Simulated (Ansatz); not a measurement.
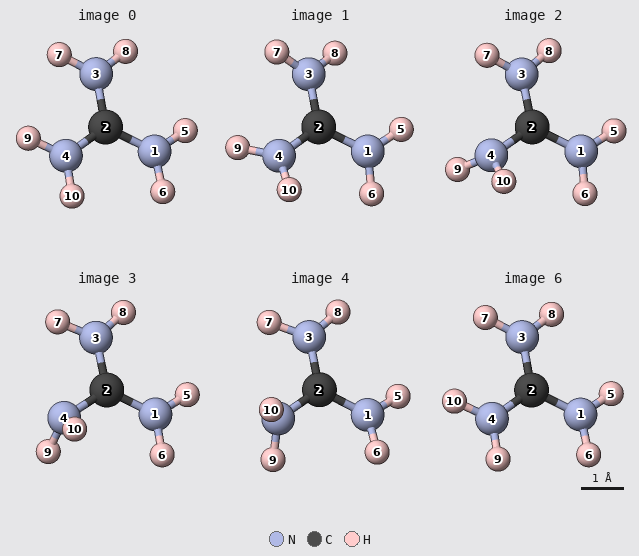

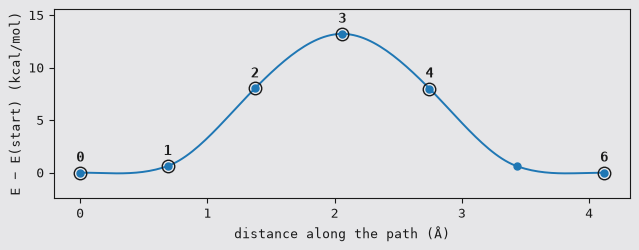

A nudged-elastic-band calculation for CH6N3 (charge +1). Images are numbered from 0 (start) to 6 (end). A ball-and-stick model, seen at a tilt.

Computed with RKS PBE/def2-SVP in Ansatz. Settings: 5 movable images; climbing image; force threshold 0.05 eV/Å; iteration limit 60; starting path through a guess of the saddle point.

### Read off the barrier and say what moves.

The motion is a rotation about the C2–N4 bond by about 180°. No bond forms or breaks between the ends. Bond angles that change up to the highest image, for instance: C2–N4–H9 121.5° → 113.8°, H9–N4–H10 116.9° → 110.4°. The barrier is about 13.2 kcal/mol in both directions, with image 3 at the top; the ends have the same energy. The band converged in 14 iterations. The largest component of the band force went from 19 to 0.049 eV/Å. The climbing image converged on the top of the path. Its vibrational analysis gives one imaginary mode (478i cm⁻¹), as a transition state must have.

Cost: 2.4 min on 1 thread of Arm Neoverse V2 (shared host), peak memory 0.16 GiB.
